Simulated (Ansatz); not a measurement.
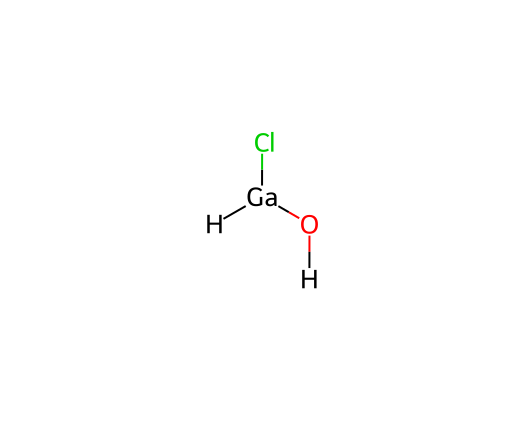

Give its SMILES.

[OH][GaH][Cl]

What is the molecular formula?

ClGaH2O.

An optimisation with PBE0-D4/def2-TZVP gave a structure of which point group?

Cs.

More results for the same structure follow; atom numbers are the same in all pictures, views and colours differ. Computed geometry: PBE0-D4/def2-TZVP optimisation.

Geometry

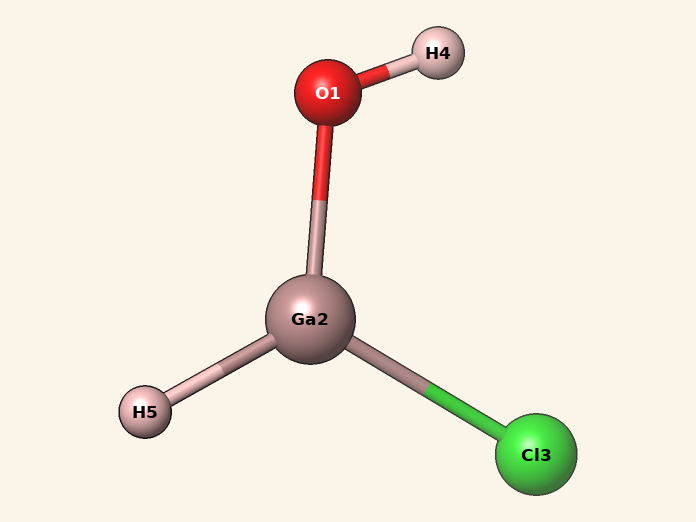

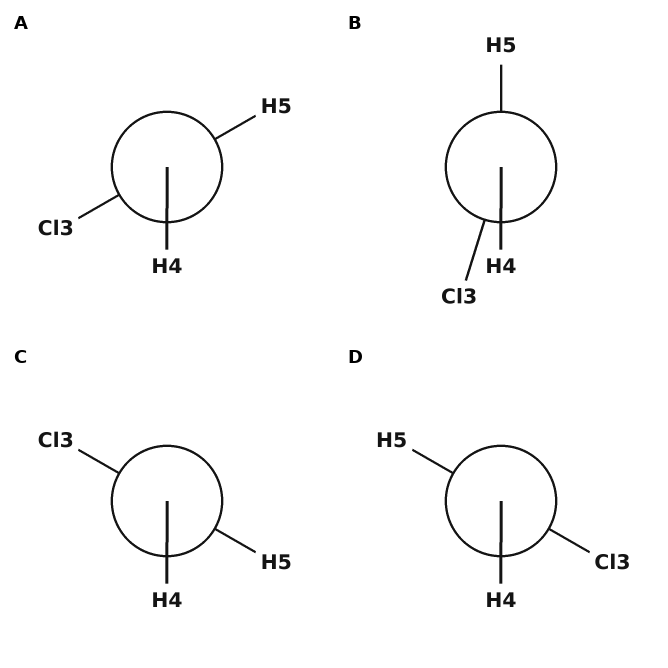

Atoms fade into the background with distance from the viewer. Bonds that would overlap in a projection are set slightly apart.

Which Newman projection shows the view along O1–Ga2, with O1 in front?

B. The torsion angle H4–O1–Ga2–Cl3 is 0°, synperiplanar (eclipsed).

Electronic properties

Properties computed with RKS BHLYP-D4/def2-TZVPP (Ansatz 0.2.0).

Predict the main results.

- HOMO energy (Kohn–Sham orbital): −10.26 eV
- LUMO energy (Kohn–Sham orbital): −0.42 eV
- HOMO–LUMO gap: 9.83 eV

Vibrations

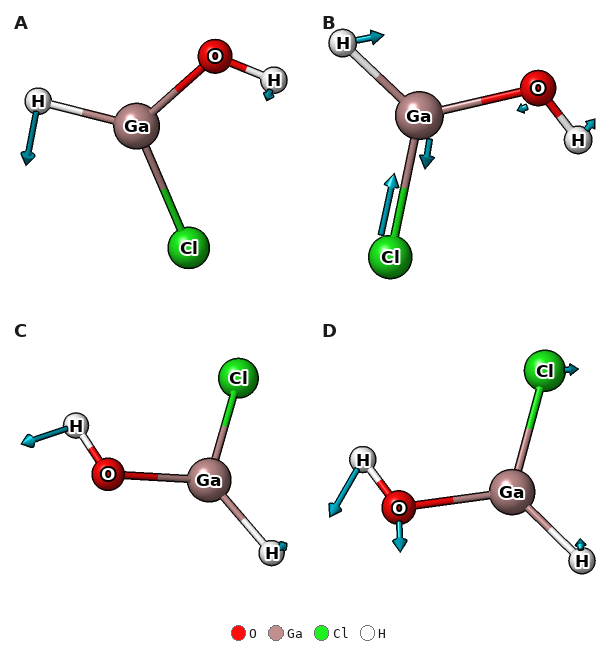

4 normal modes of one molecule or complex, as arrows. Harmonic vibrations computed with RKS PBE0-D4/def2-TZVP (Ansatz 0.2.0) at a stationary point of the same level.

Match the panels to the wavenumbers 165 cm⁻¹, 416 cm⁻¹, 582 cm⁻¹, 857 cm⁻¹.

A: 582 cm⁻¹, angle bending
B: 416 cm⁻¹, Ga–Cl stretching
C: 857 cm⁻¹, Ga–O–H bending
D: 165 cm⁻¹, Cl–Ga–O bending

Charges

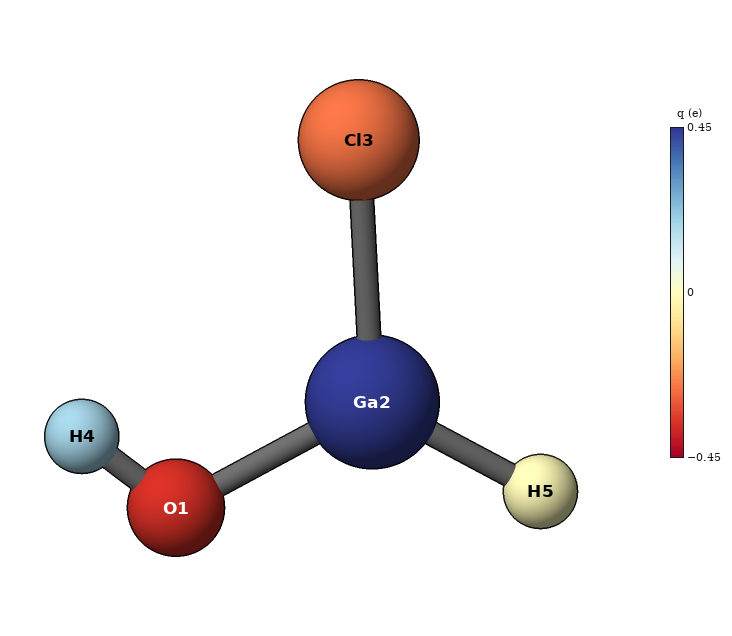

Atoms are coloured by their Mulliken charges. Method: RKS PBE-D4/def2-TZVPP (Ansatz 0.2.0).

Which atom carries the highest charge (most positive or least negative)?

Ga2 (0.44 e).

And the lowest?

O1 (−0.36 e).

Give the Mulliken charges atom by atom.

| atom | value (e) |
| --- | --- |
| O1 | −0.36 |
| Ga2 | 0.44 |
| Cl3 | −0.26 |
| H4 | 0.19 |
| H5 | −0.01 |

Mulliken values depend strongly on the basis set and can even reverse the polarity of a bond.
